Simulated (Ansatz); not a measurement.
BPH$_{5}$OCl: several calculations on one system

**1. Relaxation**

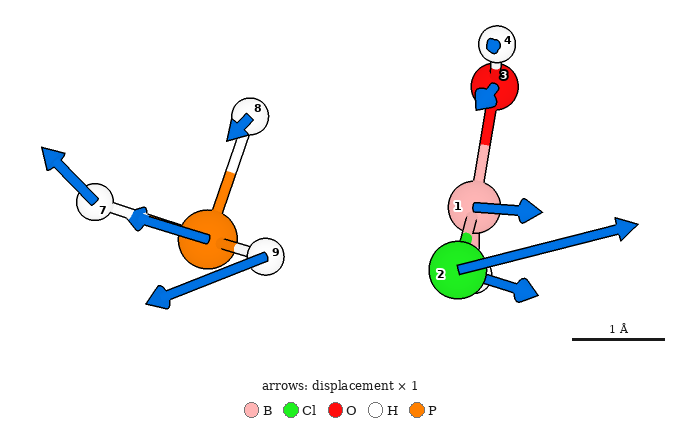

This is a relaxation of BPH5OCl. The starting structure is drawn; blue arrows show the displacements, at their true length. The two geometries are superimposed by the best rigid fit.

The picture is a ball-and-stick view, seen at a tilt.

The run prepares an end point of a later path (reaction) calculation, from a guessed geometry.

Method: Ansatz 0.2.0, RKS revPBE/6-31G*. (no spin polarisation; force threshold 0.03 eV/Å; at most 50 steps)

> What did the optimiser do to the structure, and how much energy did it gain?

The largest move after the best rigid fit is that of the Cl atom, 2.05 Å. By element the largest moves are Cl 2.05 Å, H 1.60 Å, P 1.09 Å, B 0.84 Å, O 0.45 Å. Among the contacts that change: B–Cl 1.839 → 1.790 Å, H–P 1.426 → 1.437 Å, B–O 1.354 → 1.360 Å. Over 30 accepted moves (37 points after the start) the energy falls by 6.65 kcal/mol. Largest force component: 0.67 eV/Å at the start, 0.017 eV/Å at the end. The line search rejected the trial steps at points 4, 12, 14, 17, 30, 32, 34 of the run. The forces were under the threshold at step 28, but the run went on from there.

Limits of the set-up: the start holds two separate molecules, 2.4 Å apart at their closest, whose relative position is a soft coordinate and is computed without a dispersion correction.

**2. Relaxation**

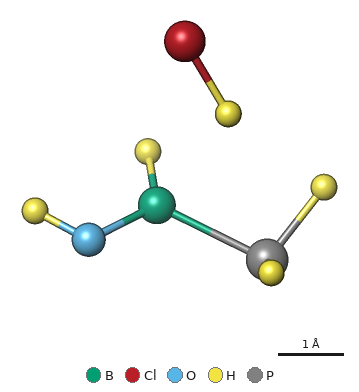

BPH$_{5}$OCl, before the relaxation. The picture is a ball-and-stick view, seen at a tilt.

The run prepares an end point of a later path (reaction) calculation, from a guessed geometry.

Theory: RKS revPBE/6-31G* (Ansatz 0.2.0).

Input file:
```yaml
crystal:
  periodic: [false, false, false]
  atoms:
    - { symbol: B, position_ang: [0.117325, 0.53378, -0.241418] }
    - { symbol: Cl, position_ang: [0.402132, -0.396942, 2.672229] }
    - { symbol: O, position_ang: [1.216367, -0.081831, -0.778811] }
    - { symbol: H, position_ang: [1.037408, -1.029217, -0.938335] }
    - { symbol: H, position_ang: [-0.94323, -0.030658, -0.105353] }
    - { symbol: P, position_ang: [0.203488, 2.43945, 0.000952] }
    - { symbol: H, position_ang: [-0.537958, 2.60442, 1.2149] }
    - { symbol: H, position_ang: [1.504668, 2.617008, 0.574863] }
    - { symbol: H, position_ang: [0.4411, 0.760191, 1.994774] }
basis:
  gaussian: { orbitals: "6-31G*" }
hamiltonian:
  xc: revpbe
relax:
  f_tol: 0.03
  max_steps: 50
```

Launched with:
```bash
ansatz run input.yaml --threads 1 --pin off --max-ram 2048MiB --backend cpu --events-out ev --progress --plain --runs-dir out
```

### Where does the relaxation end?

After 35 accepted moves (36 points after the start) the energy has fallen by 0.271 eV. The largest force component goes from 0.61 to 0.024 eV/Å. The line search rejected the trial step at point 26 of the run. The atom that moves furthest after the best rigid fit is H5 (1.65 Å). By element the largest moves are H 1.65 Å, Cl 1.48 Å, O 1.24 Å, B 0.42 Å, P 0.37 Å. Some distances before and after: Cl2–H9 1.341 → 1.312 Å, B1–O3 1.370 → 1.383 Å, B1–P6 1.923 → 1.930 Å. Among the angles between lasting bonds that change: B1–P6–H7 101.4° → 96.6°, O3–B1–H5 122.6° → 119.4°, B1–P6–H8 102.4° → 99.5°.

The structure at the end:

```xyz
9

B     0.0439    0.8485   -0.5149
Cl    1.7595   -0.7003    3.1913
O     0.5011   -0.2259    0.2254
H     0.2829   -1.0784   -0.2032
H    -0.5370    0.6485   -1.5574
P     0.5082    2.6446    0.0186
H    -0.7838    3.2222   -0.2023
H     0.3871    2.5091    1.4399
H     1.2794   -0.4521    1.9963
```

After the run, drawn alike:

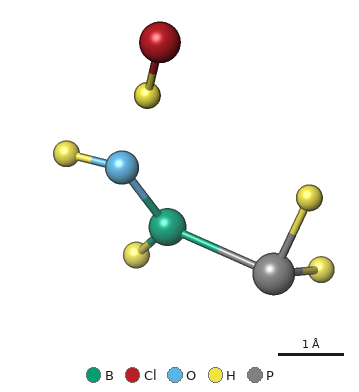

Limits of the set-up: the start holds two separate molecules, 2.2 Å apart at their closest, whose relative position is a soft coordinate and is computed without a dispersion correction.

**3. Path**

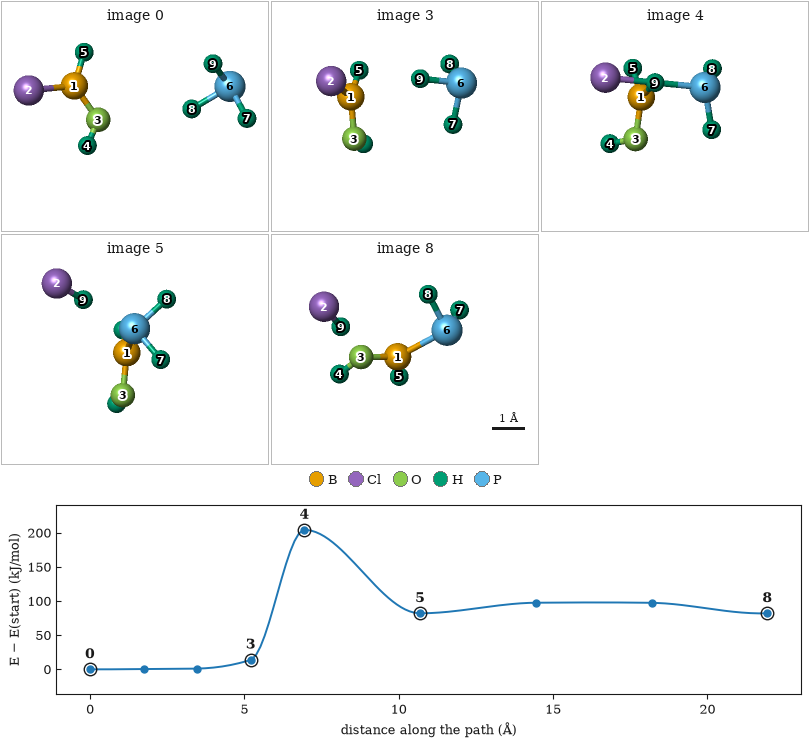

A search for the minimum-energy path of BPH5OCl, made up at the start of BH₂OCl and PH3 by the nudged elastic band. Images are numbered from 0 (start) to 8 (end). A ball-and-stick model, seen face on.

Level of theory: Ansatz 0.2.0, RKS revPBE/6-31G*. Set-up: 7 movable images; climbing image; force threshold 0.03 eV/Å; iteration limit 60; starting path through a guess of the saddle point.

Q: Describe the mechanism and the energy profile.

A: The path has more than one stage, and so few images may leave a stage unresolved. Breaking: B1–Cl2 (1.79 → 2.25 at the top → 4.37 Å), P6–H9 (1.44 → 1.70 at the top → 3.75 Å). Forming: B1–P6 (4.98 → 2.23 at the top → 1.93 Å), Cl2–H9 (5.96 → 1.64 at the top → 1.31 Å). Forward barrier 204.4 kJ/mol, backward barrier 122.3 kJ/mol, with image 4 at the top; the reaction energy is +82.1 kJ/mol. The profile has 2 maxima (images 4, 6) with a dip at image 5 (+82.1 kJ/mol), so the process runs in steps. The band converged in 47 iterations. The largest component of the band force went from 800 to 0.023 eV/Å. The climbing image converged on the top of the path. Its vibrational analysis gives one imaginary mode (726i cm⁻¹), as a transition state must have.

Limits of the set-up: the start holds two separate molecules, 3.0 Å apart at their closest, whose relative position is a soft coordinate and is computed without a dispersion correction.

The run took 20 min on 1 thread of Arm Neoverse N1, with other jobs on the host, peak memory 0.13 GiB.
